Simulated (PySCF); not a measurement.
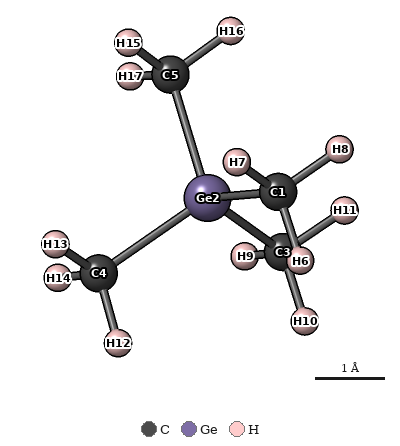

**Figure 1.** The input geometry of the first run (ball-and-stick view, seen at a tilt; atoms are numbered from 1 in the order of the input). Sticks mark near contacts. Bond lengths as drawn: C–Ge 1.96 Å and C–H 1.10 Å.

# Two runs on C4H12Ge

System: C4H12Ge, SMILES [CH3][Ge]([CH3])([CH3])[CH3].
Method of the first run: GIAO PBE0/pcSseg-1 NMR shielding, non-relativistic, gas phase (PySCF 2.14.0).

The geometry comes from this level: PBE0-D3(BJ)/def2-SVP. Text and figures count atoms from 1; the logs count them from 0 in places.

Input file, the first run:
```
{"job": {"kind": "nmr", "xc": "PBE0", "basis": "pcSseg-1", "pop": false}, "charge": 0, "multiplicity": 1}
C     -0.268670    -1.038495    -1.635935
Ge    -0.000482     0.002609    -0.000297
C     -0.081323     1.912431    -0.423678
C     -1.403250    -0.442773     1.290757
C      1.750345    -0.424596     0.764919
H     -1.245648    -0.809645    -2.088017
H     -0.234334    -2.117225    -1.420302
H      0.513912    -0.811103    -2.375616
H      0.064676     2.519914     0.482331
H     -1.057850     2.173431    -0.859038
H      0.701302     2.182918    -1.148705
H     -2.397641    -0.210505     0.880147
H     -1.376393    -1.514336     1.540276
H     -1.273450     0.130339     2.221316
H      1.819637    -1.496946     1.002734
H      2.556081    -0.176422     0.057534
H      1.919096     0.144464     1.691754
```

The first line tells a small driver script what to run in PySCF; the rest is the geometry in Å.

Hardware: 1 CPU thread, shared host.

Output (the first run):
```
coarse grid: 14232 points
cycle   1  E = -2235.8355991687  dE = -7.015e-01  |g| = 9.884e-01  |ddm| = 3.508e+00
cycle   2  E = -2235.7987263461  dE =  3.687e-02  |g| = 1.038e+00  |ddm| = 1.071e+00
cycle   3  E = -2235.9483058612  dE = -1.496e-01  |g| = 6.512e-02  |ddm| = 6.280e-01
cycle   4  E = -2235.9488243890  dE = -5.185e-04  |g| = 1.657e-02  |ddm| = 5.331e-02
cycle   5  E = -2235.9488851271  dE = -6.074e-05  |g| = 2.276e-03  |ddm| = 1.692e-02
cycle   6  E = -2235.9488861759  dE = -1.049e-06  |g| = 6.575e-04  |ddm| = 2.339e-03
final grid: 122336 points
cycle   7  E = -2235.9755289155  dE = -1.994e-05  |g| = 8.602e-03  |ddm| = 2.031e-02
cycle   8  E = -2235.9755242472  dE =  4.668e-06  |g| = 9.615e-03  |ddm| = 1.352e-02
cycle   9  E = -2235.9755476701  dE = -2.342e-05  |g| = 5.163e-04  |ddm| = 6.994e-03
cycle  10  E = -2235.9755476863  dE = -1.620e-08  |g| = 1.112e-04  |ddm| = 2.251e-04
cycle  11  E = -2235.9755476872  dE = -8.713e-10  |g| = 2.782e-05  |ddm| = 9.249e-05
converged SCF energy = -2235.9755476872

GIAO shielding tensors (ppm)
atom      isotropic    diamagn.    paramagn.     s11        s22        s33       span
  0 C      185.335     252.096     -66.761    182.005    182.116    191.886      9.881
  1 Ge    1330.275    2757.284   -1427.009   1329.698   1330.410   1330.717      1.019
  2 C      185.362     252.085     -66.723    182.038    182.165    191.882      9.844
  3 C      185.348     252.092     -66.745    182.043    182.117    191.884      9.841
  4 C      185.350     252.090     -66.740    182.026    182.148    191.877      9.851
  5 H       31.184      30.778       0.406     26.200     28.239     39.113     12.913
  6 H       31.186      30.783       0.402     26.199     28.244     39.115     12.916
  7 H       31.182      30.775       0.407     26.196     28.237     39.114     12.918
  8 H       31.178      30.761       0.417     26.189     28.229     39.117     12.928
  9 H       31.183      30.768       0.415     26.194     28.242     39.114     12.920
 10 H       31.182      30.770       0.412     26.194     28.244     39.108     12.914
 11 H       31.181      30.773       0.409     26.193     28.242     39.109     12.916
 12 H       31.184      30.780       0.404     26.198     28.244     39.108     12.910
 13 H       31.181      30.768       0.413     26.192     28.231     39.120     12.928
 14 H       31.182      30.776       0.405     26.194     28.244     39.107     12.913
 15 H       31.183      30.771       0.411     26.194     28.237     39.117     12.923
 16 H       31.180      30.769       0.410     26.192     28.236     39.111     12.919
```

For the second run the input was changed thus:
```diff
-"basis": "pcSseg-1"
+"basis": "cc-pVDZ"
```

How does the second run compare with the first run?

The total energy of the second run is 130.3 kcal/mol lower, which measures the change of basis and not a stability. The HOMO goes from −8.16 to −7.98 eV. The LUMO goes from 1.06 to 1.50 eV. Of all shieldings, the largest change is that of Ge2, by +212.9 ppm. The SCF takes 10 iterations against 11. The basis functions go from 169 to 143.

Output (the second run):
```
coarse grid: 14232 points
cycle   1  E = -2236.0872255016  dE = -5.772e-01  |g| = 5.440e-01  |ddm| = 6.943e+00
cycle   2  E = -2236.0745699042  dE =  1.266e-02  |g| = 5.820e-01  |ddm| = 2.039e+00
cycle   3  E = -2236.1648884613  dE = -9.032e-02  |g| = 1.106e-02  |ddm| = 1.021e+00
cycle   4  E = -2236.1649147730  dE = -2.631e-05  |g| = 5.726e-03  |ddm| = 3.556e-02
cycle   5  E = -2236.1649219908  dE = -7.218e-06  |g| = 9.407e-04  |ddm| = 1.856e-02
final grid: 122336 points
cycle   6  E = -2236.1831705528  dE = -1.433e-05  |g| = 8.790e-03  |ddm| = 5.144e-02
cycle   7  E = -2236.1831662344  dE =  4.318e-06  |g| = 9.736e-03  |ddm| = 3.358e-02
cycle   8  E = -2236.1831913722  dE = -2.514e-05  |g| = 1.440e-04  |ddm| = 1.759e-02
cycle   9  E = -2236.1831913756  dE = -3.416e-09  |g| = 5.463e-05  |ddm| = 4.390e-04
cycle  10  E = -2236.1831913763  dE = -6.712e-10  |g| = 1.519e-05  |ddm| = 1.862e-04
converged SCF energy = -2236.1831913763

GIAO shielding tensors (ppm)
atom      isotropic    diamagn.    paramagn.     s11        s22        s33       span
  0 C      196.876     246.162     -49.286    193.366    193.482    203.779     10.412
  1 Ge    1543.139    2758.322   -1215.183   1542.752   1543.240   1543.424      0.672
  2 C      196.898     246.163     -49.265    193.395    193.522    203.777     10.382
  3 C      196.886     246.168     -49.283    193.397    193.482    203.779     10.382
  4 C      196.887     246.172     -49.285    193.383    193.507    203.771     10.388
  5 H       31.266      30.435       0.830     26.425     28.364     39.008     12.583
  6 H       31.267      30.440       0.827     26.422     28.368     39.010     12.588
  7 H       31.263      30.433       0.831     26.421     28.361     39.008     12.588
  8 H       31.260      30.421       0.838     26.414     28.354     39.011     12.597
  9 H       31.264      30.427       0.837     26.417     28.367     39.009     12.591
 10 H       31.263      30.428       0.835     26.417     28.369     39.003     12.586
 11 H       31.262      30.431       0.832     26.416     28.366     39.004     12.588
 12 H       31.265      30.438       0.827     26.422     28.369     39.004     12.582
 13 H       31.263      30.429       0.834     26.418     28.356     39.015     12.597
 14 H       31.263      30.436       0.827     26.417     28.368     39.003     12.585
 15 H       31.264      30.432       0.832     26.419     28.362     39.012     12.593
 16 H       31.261      30.429       0.832     26.416     28.361     39.006     12.590
```

The two runs side by side:

| quantity | the first run | the second run |
| --- | --- | --- |
| outcome | converged | converged |
| total energy (hartree) | −2235.975548 | −2236.183191 |
| HOMO (eV) | −8.16 | −7.98 |
| LUMO (eV) | 1.06 | 1.50 |
| dipole moment (D) | 0.00 | 0.00 |
| shielding of C1 (ppm) | 185.3 | 196.9 |
| shielding of Ge2 (ppm) | 1330.3 | 1543.1 |
| shielding of C3 (ppm) | 185.4 | 196.9 |
| shielding of C4 (ppm) | 185.3 | 196.9 |
| shielding of C5 (ppm) | 185.4 | 196.9 |
| shielding of H6 (ppm) | 31.2 | 31.3 |
| shielding of H14 (ppm) | 31.2 | 31.3 |
| SCF iterations | 11 | 10 |
| basis functions | 169 | 143 |
| wall time (shared host) | 26 s | 13 s |

For both runs: Spin–orbit coupling is left out, which matters for the heavy atoms.
